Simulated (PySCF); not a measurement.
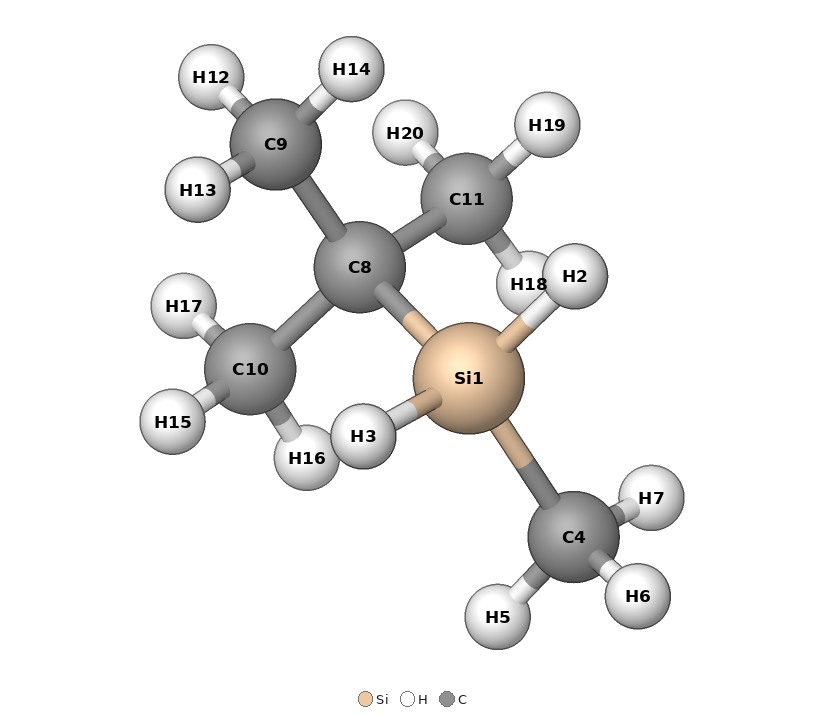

The computed structure is the end point of a PBE0-D3(BJ)/def2-SVP optimisation. No frequency run is at hand to confirm it as a minimum. Method: delta-SCF UKS SCAN, pcX-2 on the ionised atom (unc-x2c-TZVPall on a metal), pcseg-1 elsewhere, spin-free X2C (PySCF 2.14.0).

Give the core-electron binding energies (to vacuum; p and d levels without spin–orbit splitting) of Si1 1s, Si1 2p, C4 1s, C8 1s, C9 1s.

```csv
atom,level,binding energy (eV)
Si1,1s,1845.8
Si1,2p,106.2
C4,1s,290.1
C8,1s,290.0
C9,1s,290.3
```
